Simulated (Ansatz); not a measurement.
# InClO + H₂O: a complex and its separated parts, part 2 of 2

Ansatz 0.2.0, Gaussian basis.

**13. CAM-B3LYP-D4/def2-TZVPP**

The inputs:

parta/in.yaml

```yaml
crystal:
  periodic: [false, false, false]
  atoms:
    - {symbol: In, position_ang: [-1.009878, 0.577038, 0.546034]}
    - {symbol: O, position_ang: [-1.463322, -1.134329, 0.105052]}
    - {symbol: Cl, position_ang: [-0.450425, 2.703523, 1.094321]}
basis:
  gaussian: {orbitals: def2-TZVPP}
hamiltonian: {xc: {name: CAM-B3LYP}, dispersion: d4}
```

partb/in.yaml

```yaml
crystal:
  periodic: [false, false, false]
  atoms:
    - {symbol: O, position_ang: [1.054295, -0.523435, -0.252767]}
    - {symbol: H, position_ang: [0.374552, -1.186303, -0.391859]}
    - {symbol: H, position_ang: [1.494877, -0.436495, -1.100779]}
basis:
  gaussian: {orbitals: def2-TZVPP}
hamiltonian: {xc: {name: CAM-B3LYP}, dispersion: d4}
```

Each run has its own folder and the same command.

On the command line:

```sh
ansatz run in.yaml --threads 4 --pin off --events-out ev --progress --plain --max-ram 9574MiB
```

parta printed, cut to the lines that bear on the results:

```text
Functional definition: CAM-B3LYP
  name "CAM-B3LYP"
  cite "Yanai, Tew & Handy, Chem. Phys. Lett. 393, 51 (2004) doi:10.1016/j.cplett.2004.06.011"
  cite "Iikura, Tsuneda, Yanai & Hirao, J. Chem. Phys. 115, 3540 (2001) doi:10.1063/1.1383587"
  cite "Becke, Phys. Rev. A 38, 3098 (1988) doi:10.1103/PhysRevA.38.3098"
  cite "Lee, Yang & Parr, Phys. Rev. B 37, 785 (1988) doi:10.1103/PhysRevB.37.785"
[...]
  # Exact exchange under (alpha + beta erf(omega r))/r, Becke's under what is left of 1/r.
[...]
929 factors; their error is unknown
192 factors; integrals over basis functions are off by at most 4.6e-5 eV
[...]
mean field -19743.86673114 eV, -725.5737194959 hartree, gradient 3.0e-5 eV, S^2 0.000000; 0 other end points of the search recorded, 0 dependent functions left out
reference -19743.86684907 eV, -725.5737238296 hartree; 23, 23 occupied and 100, 100 virtual orbitals, 929 factors
Total energy: -19743.92438039 eV, -725.5758380668 hartree
```

Log of partb, cut to the lines that bear on the results:

```text
[... 6 set-up lines as earlier in the session ...]
[...]
  # Exact exchange under (alpha + beta erf(omega r))/r, Becke's under what is left of 1/r.
[...]
269 factors; their error is unknown
72 factors; integrals over basis functions are off by at most 1.6e-5 eV
[...]
mean field -2079.99968551 eV, -76.4385785679 hartree, gradient 1.1e-5 eV, S^2 0.000000; 0 other end points of the search recorded, 0 dependent functions left out
reference -2079.99975294 eV, -76.4385810459 hartree; 5, 5 occupied and 54, 54 virtual orbitals, 269 factors
Total energy: -2080.00381890 eV, -76.4387304672 hartree
```

They took 1.1 s (parta), 0.2 s (partb) on 4 threads of Arm Neoverse V1, shared host.

**14. wB97X-V/def2-TZVPP**

Each input of step 13 (parta, partb) changes in the same lines:

```diff
-hamiltonian: {xc: {name: CAM-B3LYP}, dispersion: d4}
+hamiltonian: {xc: {name: wB97X-V}}
```

Each run has its own folder and the same command.

On the command line:

```sh
ansatz run in.yaml --threads 4 --pin off --events-out ev --progress --plain --max-ram 9574MiB
```

Output in parta, cut to the lines that bear on the results:

```text
Functional definition: wB97X-V
  name "wB97X-V"
  cite "Mardirossian & Head-Gordon, Phys. Chem. Chem. Phys. 16, 9904 (2014) doi:10.1039/C3CP54374A"
[... 2 set-up lines as earlier in the session ...]
[...]
      + integral(e_c_pw_opposite_spin*poly(b97_u_opposite, cos0, cos1)) + vv10(b, c)
913 factors; their error is unknown
152 factors; integrals over basis functions are off by at most 6.8e-5 eV
[...]
mean field -19741.46414472 eV, -725.4854260734 hartree, gradient 1.3e-5 eV, S^2 0.000000; 0 other end points of the search recorded, 0 dependent functions left out
reference -19741.46414215 eV, -725.4854259790 hartree; 23, 23 occupied and 100, 100 virtual orbitals, 913 factors
Total energy: -19741.46414215 eV, -725.4854259790 hartree
```

Output in partb, cut to the lines that bear on the results:

```text
[... 5 set-up lines as earlier in the session ...]
[...]
      + integral(e_c_pw_opposite_spin*poly(b97_u_opposite, cos0, cos1)) + vv10(b, c)
269 factors; their error is unknown
69 factors; integrals over basis functions are off by at most 2.2e-5 eV
[...]
mean field -2079.88767184 eV, -76.4344621418 hartree, gradient 2.2e-5 eV, S^2 0.000000; 0 other end points of the search recorded, 0 dependent functions left out
reference -2079.88767095 eV, -76.4344621089 hartree; 5, 5 occupied and 54, 54 virtual orbitals, 269 factors
Total energy: -2079.88767095 eV, -76.4344621089 hartree
```

Times: 2.2 s (parta), 0.4 s (partb) on 4 threads of Arm Neoverse V1, shared host.

**15. wB97M-V/def2-TZVPP**

Each input of step 14 (parta, partb) changes in the same lines:

```diff
-hamiltonian: {xc: {name: wB97X-V}}
+hamiltonian: {xc: {name: wB97M-V}}
```

One command serves all of them, each in its own folder.

On the command line:

```sh
ansatz run in.yaml --threads 4 --pin off --events-out ev --progress --plain --max-ram 9574MiB
```

Log of parta, cut to the lines that bear on the results:

```text
Functional definition: wB97M-V
  name "wB97M-V"
  cite "Mardirossian & Head-Gordon, J. Chem. Phys. 144, 214110 (2016) doi:10.1063/1.4952647"
[... 2 set-up lines as earlier in the session ...]
  # Of w^i u^j: cxij and so on, Table III.
[...]
  gx(w, u) = 1 - cx + cx01*u + cx10*w
[...]
      + integral(e_c_pw_mod_opposite_spin*gos(b97_w_opposite, b97_u_opposite)) + vv10(b, c)
885 factors; their error is unknown
152 factors; integrals over basis functions are off by at most 6.8e-5 eV
[...]
mean field -19742.19492235 eV, -725.5122816561 hartree, gradient 4.1e-5 eV, S^2 0.000000; 0 other end points of the search recorded, 0 dependent functions left out
reference -19742.19498660 eV, -725.5122840173 hartree; 23, 23 occupied and 100, 100 virtual orbitals, 885 factors
Total energy: -19742.19498660 eV, -725.5122840173 hartree
```

partb printed, cut to the lines that bear on the results:

```text
[... 5 set-up lines as earlier in the session ...]
  # Of w^i u^j: cxij and so on, Table III.
[...]
  gx(w, u) = 1 - cx + cx01*u + cx10*w
[...]
      + integral(e_c_pw_mod_opposite_spin*gos(b97_w_opposite, b97_u_opposite)) + vv10(b, c)
269 factors; their error is unknown
69 factors; integrals over basis functions are off by at most 2.2e-5 eV
[...]
mean field -2079.85938192 eV, -76.4334225064 hartree, gradient 2.9e-5 eV, S^2 0.000000; 0 other end points of the search recorded, 0 dependent functions left out
reference -2079.85940393 eV, -76.4334233152 hartree; 5, 5 occupied and 54, 54 virtual orbitals, 269 factors
Total energy: -2079.85940393 eV, -76.4334233152 hartree
```

Wall times: 2.6 s (parta), 0.4 s (partb) on 4 threads of Arm Neoverse V1, shared host.

**16. B2PLYP/def2-TZVPP**

The same edit goes into each in.yaml of step 15 (parta, partb):

```diff
-hamiltonian: {xc: {name: wB97M-V}}
+hamiltonian: {xc: {name: B2PLYP}}
```

The same command starts each run, in its folder.

On the command line:

```sh
ansatz run in.yaml --threads 4 --pin off --events-out ev --progress --plain --max-ram 9574MiB
```

Output in parta, cut to the lines that bear on the results:

```text
Functional definition: B2PLYP
  name "B2PLYP"
  cite "Grimme, J. Chem. Phys. 124, 034108 (2006) doi:10.1063/1.2148954"
[... 2 set-up lines as earlier in the session ...]
[...]
941 factors; integrals over basis functions are off by at most 8.2e-4 eV
[...]
mean field -19727.83025194 eV, -724.9843897550 hartree, gradient 3.0e-6 eV, S^2 0.000000; 0 other end points of the search recorded, 0 dependent functions left out
10 core orbitals not correlated: weight in the atoms' cores, before any rotation towards them, 1.000 or more for the frozen orbitals, at most 0.000 for the correlated occupied ones
reference -19727.83040326 eV, -724.9843953159 hartree; 13, 13 occupied and 100, 100 virtual orbitals, 941 factors
second order -24.53393305 eV of doubles, -0.00000000 eV of singles
Total energy: -19734.45456518 eV, -725.2278287766 hartree
```

partb printed, cut to the lines that bear on the results:

```text
[... 5 set-up lines as earlier in the session ...]
[...]
361 factors; integrals over basis functions are off by at most 7.6e-4 eV
[...]
mean field -2077.03827976 eV, -76.3297489140 hartree, gradient 8.4e-7 eV, S^2 0.000000; 0 other end points of the search recorded, 0 dependent functions left out
1 core orbitals not correlated: weight in the atoms' cores, before any rotation towards them, 1.000 or more for the frozen orbitals, at most 0.000 for the correlated occupied ones
reference -2077.03836478 eV, -76.3297520387 hartree; 4, 4 occupied and 54, 54 virtual orbitals, 361 factors
second order -8.41872283 eV of doubles, -0.00000000 eV of singles
Total energy: -2079.31141995 eV, -76.4132852752 hartree
```

Wall times: 1.9 s (parta), 0.25 s (partb) on 4 threads of Arm Neoverse V1, shared host.

**17. PBE-QIDH/def2-TZVPP**

Each input of step 16 (parta, partb) changes in the same lines:

```diff
-hamiltonian: {xc: {name: B2PLYP}}
+hamiltonian: {xc: {name: PBE-QIDH}}
```

One command serves all of them, each in its own folder.

On the command line:

```sh
ansatz run in.yaml --threads 4 --pin off --events-out ev --progress --plain --max-ram 9574MiB
```

Output in parta, cut to the lines that bear on the results:

```text
Functional definition: PBE-QIDH
  name "PBE-QIDH"
  cite "Brémond, Sancho-García, Pérez-Jiménez & Adamo, J. Chem. Phys. 141, 031101 (2014) doi:10.1063/1.4890314"
[... 1 set-up line as earlier in the session ...]
[...]
941 factors; integrals over basis functions are off by at most 8.2e-4 eV
[...]
mean field -19722.83799081 eV, -724.8009275426 hartree, gradient 6.4e-6 eV, S^2 0.000000; 0 other end points of the search recorded, 0 dependent functions left out
10 core orbitals not correlated: weight in the atoms' cores, before any rotation towards them, 1.000 or more for the frozen orbitals, at most 0.000 for the correlated occupied ones
reference -19722.83800632 eV, -724.8009281123 hartree; 13, 13 occupied and 100, 100 virtual orbitals, 941 factors
second order -22.41294369 eV of doubles, -0.00000000 eV of singles
Total energy: -19730.30898755 eV, -725.0754816086 hartree
```

partb printed, cut to the lines that bear on the results:

```text
[... 4 set-up lines as earlier in the session ...]
[...]
361 factors; integrals over basis functions are off by at most 7.6e-4 eV
[...]
mean field -2075.58435344 eV, -76.2763181073 hartree, gradient 2.2e-6 eV, S^2 0.000000; 0 other end points of the search recorded, 0 dependent functions left out
1 core orbitals not correlated: weight in the atoms' cores, before any rotation towards them, 1.000 or more for the frozen orbitals, at most 0.000 for the correlated occupied ones
reference -2075.58435893 eV, -76.2763183091 hartree; 4, 4 occupied and 54, 54 virtual orbitals, 361 factors
second order -7.85899004 eV of doubles, -0.00000000 eV of singles
Total energy: -2078.20402228 eV, -76.3725891614 hartree
```

Times: 1.8 s (parta), 0.25 s (partb) on 4 threads of Arm Neoverse V1, shared host.

**18. RPA on PBE/def2-TZVPP**

The same edit goes into each in.yaml of step 17 (parta, partb):

```diff
-hamiltonian: {xc: {name: PBE-QIDH}}
+hamiltonian: {xc: pbe}
+correlation: {method: rpa}
```

The same command starts each run, in its folder.

On the command line:

```sh
ansatz run in.yaml --threads 4 --pin off --events-out ev --progress --plain --max-ram 9574MiB
```

Log of parta, cut to the lines that bear on the results:

```text
[... 4 set-up lines as earlier in the session ...]
[...]
941 factors; integrals over basis functions are off by at most 8.2e-4 eV
[...]
mean field -19738.02747979 eV, -725.3591309666 hartree, gradient 3.2e-6 eV, S^2 0.000000; 0 other end points of the search recorded, 0 dependent functions left out
10 core orbitals not correlated: weight in the atoms' cores, before any rotation towards them, 1.000 or more for the frozen orbitals, at most 0.000 for the correlated occupied ones
reference -19688.61570504 eV, -723.5432817371 hartree; 13, 13 occupied and 100, 100 virtual orbitals, 941 factors
Total energy: -19717.40182653 eV, -724.6011521899 hartree
```

Output in partb, cut to the lines that bear on the results:

```text
[... 4 set-up lines as earlier in the session ...]
[...]
361 factors; integrals over basis functions are off by at most 7.6e-4 eV
[...]
mean field -2078.40755326 eV, -76.3800687870 hartree, gradient 2.1e-6 eV, S^2 0.000000; 0 other end points of the search recorded, 0 dependent functions left out
1 core orbitals not correlated: weight in the atoms' cores, before any rotation towards them, 1.000 or more for the frozen orbitals, at most 0.000 for the correlated occupied ones
reference -2069.53696538 eV, -76.0540806951 hartree; 4, 4 occupied and 54, 54 virtual orbitals, 361 factors
Total energy: -2080.48260139 eV, -76.4563253994 hartree
```

They took 1.6 s (parta), 0.25 s (partb) on 4 threads of Arm Neoverse V1, shared host.

**19. CCSD(T)/def2-TZVPP**

Each input of step 18 (parta, partb) changes in the same lines:

```diff
-hamiltonian: {xc: pbe}
-correlation: {method: rpa}
+correlation: {method: ccsd_t}
```

The same command starts each run, in its folder.

On the command line:

```sh
ansatz run in.yaml --threads 4 --pin off --events-out ev --progress --plain --max-ram 9574MiB
```

Log of parta, cut to the lines that bear on the results:

```text
Functional definition: HF
  name "HF"
  cite "Fock, Z. Phys. 61, 126 (1930) doi:10.1007/BF01340294"
[... 1 set-up line as earlier in the session ...]
[...]
941 factors; integrals over basis functions are off by at most 8.2e-4 eV
[...]
mean field -19690.11474036 eV, -723.5983702691 hartree, gradient 2.6e-6 eV, S^2 0.000000; 0 other end points of the search recorded, 0 dependent functions left out; unrestricted orbitals would lower it
[...]
reference -19690.11474036 eV, -723.5983702691 hartree; 13, 13 occupied and 100, 100 virtual orbitals, 941 factors
second order -19.67037805 eV of doubles, -0.00000000 eV of singles
cycle   1  -18.55364843 eV  change     1.1e0 eV  update   2.0e-1
[...]
cycle  12  -19.44982638 eV  change    5.9e-6 eV  update   1.3e-5
perturbative correction -0.91808832 eV, -0.0337391234 hartree
Total energy: -19710.48265506 eV, -724.3468773286 hartree
```

partb printed, cut to the lines that bear on the results:

```text
[... 4 set-up lines as earlier in the session ...]
[...]
361 factors; integrals over basis functions are off by at most 7.6e-4 eV
[...]
mean field -2069.76241101 eV, -76.0623656691 hartree, gradient 3.6e-6 eV, S^2 0.000000; 0 other end points of the search recorded, 0 dependent functions left out
1 core orbitals not correlated: weight in the atoms' cores, before any rotation towards them, 1.000 or more for the frozen orbitals, at most 0.000 for the correlated occupied ones
reference -2069.76241101 eV, -76.0623656691 hartree; 4, 4 occupied and 54, 54 virtual orbitals, 361 factors
second order -7.10556517 eV of doubles, -0.00000000 eV of singles
cycle   1  -7.11162711 eV  change   -6.1e-3 eV  update   4.1e-2
[...]
cycle   8  -7.26608271 eV  change    3.2e-6 eV  update   7.2e-6
perturbative correction -0.20740314 eV, -0.0076219248 hartree
Total energy: -2077.23589685 eV, -76.3370112083 hartree
```

They took 3.7 s (parta), 0.25 s (partb) on 4 threads of Arm Neoverse V1, shared host; peak memory 0.49 GiB.

**20. Vibrations of InClO**

Input file vib-parta/in.yaml:

```yaml
crystal:
  periodic: [false, false, false]
  atoms:
    - {symbol: In, position_ang: [-1.009878, 0.577038, 0.546034]}
    - {symbol: O, position_ang: [-1.463322, -1.134329, 0.105052]}
    - {symbol: Cl, position_ang: [-0.450425, 2.703523, 1.094321]}
basis:
  gaussian: {orbitals: def2-TZVP}
hamiltonian: {xc: pbe0, dispersion: d4}
phonons: {temperatures: {t_min: 298.15, t_max: 900, t_step: 200}}
```

On the command line:

```sh
ansatz run in.yaml --threads 4 --pin off --events-out ev --progress --plain --max-ram 9574MiB
```

Log, cut to the lines that bear on the results:

```text
[... 5 set-up lines as earlier in the session ...]
[...]
900 factors; their error is unknown
[...]
mean field -19738.47594422 eV, -725.3756117304 hartree, gradient 3.9e-5 eV, S^2 0.000000; 0 other end points of the search recorded, 0 dependent functions left out
[...]
Total energy: -19738.53043040 eV, -725.3776140608 hartree
Atom 0 at    -1.009878     0.577038     0.546034 Å, force    -0.002308     0.003368     0.001140 eV/Å
Atom 1 at    -1.463322    -1.134329     0.105052 Å, force     0.000474    -0.004911    -0.001416 eV/Å
Atom 2 at    -0.450425     2.703523     1.094321 Å, force     0.001834     0.001543     0.000277 eV/Å
Dipole moment:     0.157101     0.589799     0.151908 e Å
Vibrations: 128.06 128.06 385.95 813.29 cm⁻¹, zero-point energy 0.090221 eV
```

Wall time 10 s (4 threads of Arm Neoverse V1, shared host).

Vibrational sums (real modes only):

| T (K) | entropy (J/mol/K) | heat capacity (J/mol/K) |
| --- | --- | --- |
| 298 | 30.0 | 25.0 |
| 498 | 44.0 | 29.3 |
| 698 | 54.2 | 31.0 |
| 898 | 62.1 | 31.9 |

**21. Vibrations of H₂O**

Input file vib-partb/in.yaml:

```yaml
crystal:
  periodic: [false, false, false]
  atoms:
    - {symbol: O, position_ang: [1.054295, -0.523435, -0.252767]}
    - {symbol: H, position_ang: [0.374552, -1.186303, -0.391859]}
    - {symbol: H, position_ang: [1.494877, -0.436495, -1.100779]}
basis:
  gaussian: {orbitals: def2-TZVP}
hamiltonian: {xc: pbe0, dispersion: d4}
phonons: {temperatures: {t_min: 298.15, t_max: 900, t_step: 200}}
```

On the command line:

```sh
ansatz run in.yaml --threads 4 --pin off --events-out ev --progress --plain --max-ram 9574MiB
```

Log, cut to the lines that bear on the results:

```text
[... 5 set-up lines as earlier in the session ...]
[...]
239 factors; their error is unknown
[...]
mean field -2078.33307681 eV, -76.3773318280 hartree, gradient 1.2e-5 eV, S^2 0.000000; 0 other end points of the search recorded, 0 dependent functions left out
[...]
Total energy: -2078.33734664 eV, -76.3774887413 hartree
Atom 0 at     1.054295    -0.523435    -0.252767 Å, force    -0.000005    -0.000012    -0.000020 eV/Å
Atom 1 at     0.374552    -1.186303    -0.391859 Å, force     0.000022     0.000019    -0.000002 eV/Å
Atom 2 at     1.494877    -0.436495    -1.100779 Å, force    -0.000017    -0.000007     0.000023 eV/Å
Dipole moment:    -0.088186    -0.212361    -0.363972 e Å
Vibrations: 1622.90 3851.70 3959.42 cm⁻¹, zero-point energy 0.584834 eV
```

It took 0.6 s on 4 threads of Arm Neoverse V1, shared host.

The modes, with what each moves most:

| mode | wavenumber (cm⁻¹) | character |
| --- | --- | --- |
| 1 | 1623 | bend |
| 2 | 3852 | O–H stretch |
| 3 | 3959 | O–H stretch |

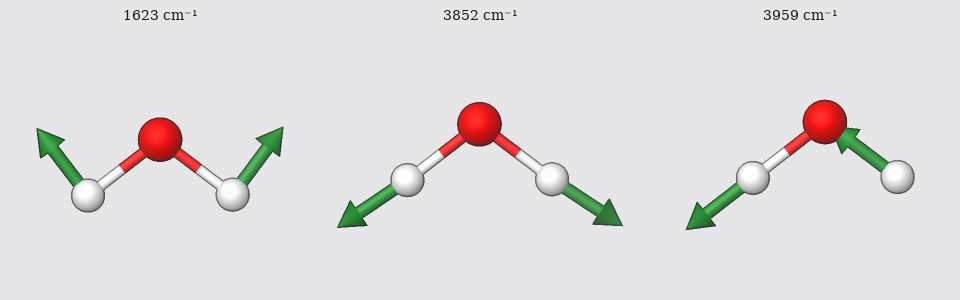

Displacements of 3 modes, as arrows.

Vibrational sums (real modes only):

| T (K) | entropy (J/mol/K) | heat capacity (J/mol/K) |
| --- | --- | --- |
| 298 | 0.0 | 0.2 |
| 498 | 0.4 | 1.7 |
| 698 | 1.4 | 3.9 |
| 898 | 2.6 | 6.1 |

**22. Complex less separated parts**

The complex's own energies come from single points at the same levels.

Rows are in def2-TZVPP; times add the 3 runs of a level on a shared host, so small differences are noise.

Differences are taken before rounding.

| method | rung | complex less parts (kJ/mol) | from CCSD(T) (kJ/mol) | time |
| --- | --- | --- | --- | --- |
| SPW92 | LDA | -91.9 | -31.2 | 1.5 s |
| PBE-D4 | GGA | -64.5 | -3.8 | 2.2 s |
| BLYP-D4 | GGA | -57.3 | +3.5 | 2.4 s |
| r2SCAN-D4 | meta-GGA | -70.7 | -10.0 | 4.9 s |
| B97M-V | meta-GGA | -65.9 | -5.2 | 9.1 s |
| PBE0-D4 | hybrid | -67.7 | -6.9 | 3.1 s |
| B3LYP-D4 | hybrid | -62.2 | -1.5 | 3 s |
| r2SCAN0-D4 | hybrid | -72.7 | -11.9 | 5.6 s |
| BHLYP-D4 | hybrid | -69.0 | -8.3 | 3.1 s |
| CAM-B3LYP-D4 | range-separated hybrid | -69.6 | -8.9 | 3.4 s |
| wB97X-V | range-separated hybrid | -69.4 | -8.7 | 7.6 s |
| wB97M-V | range-separated hybrid | -71.2 | -10.5 | 8.5 s |
| B2PLYP | double hybrid | -55.9 | +4.8 | 6.2 s |
| PBE-QIDH | double hybrid | -65.4 | -4.7 | 5.9 s |
| RPA on PBE | RPA | -51.7 | +9.1 | 5.6 s |
| Hartree-Fock | wavefunction | -54.6 | +6.1 |  |
| MP2 | wavefunction | -59.6 | +1.1 |  |
| CCSD | wavefunction | -60.6 | +0.1 |  |
| CCSD(T) | wavefunction | -60.7 | 0 | 63 s |

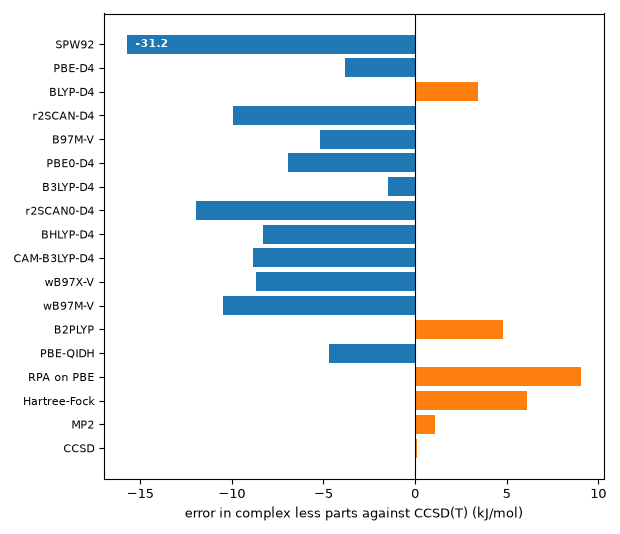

Error of each method against CCSD(T). Bars with a number in them are cut short.

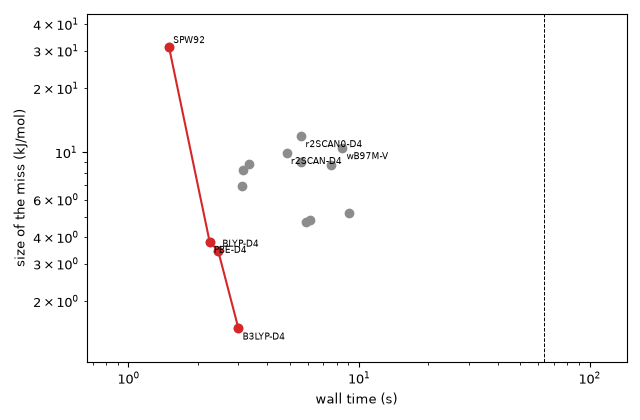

Accuracy for the time spent; red marks the levels that beat every quicker one drawn (of those quicker than the yardstick), and the dashed line is the time of CCSD(T). Only those levels and the largest misses are named. Times are from a shared host.

B3LYP-D4 reaches 1.5 kJ/mol from the reference in 3 s, where CCSD(T) took 63 s; the quickest level in the cost chart, SPW92, takes 1.5 s and misses by 31.2 kJ/mol.

The complex's zero-point energy, from a separate PBE0-D4 run, is 0.759 eV.

**23. Results**

What follows sums up all 2 parts.

| quantity | value |
| --- | --- |
| complex less parts, CCSD(T)/def2-TZVPP | -60.7 kJ/mol |
| with zero-point energy | -52.6 kJ/mol |
| largest T1 diagnostic | 0.027 |

What this shows: At CCSD(T) the complex lies 60.7 kJ/mol below its parts. Among the functionals B3LYP-D4 lands nearest to CCSD(T) (-1.5 kJ/mol) and SPW92 farthest (-31.2 kJ/mol). By rung, the mean size of the error is: LDA 31.2, GGA 3.6, meta-GGA 7.6, hybrid 7.2, range-separated hybrid 9.3, double hybrid 4.8 kJ/mol. PBE-D4 gives a relative energy 3.8 kJ/mol too low, inside chemical accuracy (1 kcal/mol, 4.2 kJ/mol). No counterpoise was applied, and triple zeta lacks some correlation, so the CCSD(T) reference has a basis error of its own, and close matches with it are partly luck. The T1 diagnostic is large here, over the usual mark for main-group molecules (transition-metal compounds often pass it harmlessly), so CCSD(T) itself may be off. The restricted Hartree–Fock reference is unstable towards an unrestricted one at one or more of these structures.
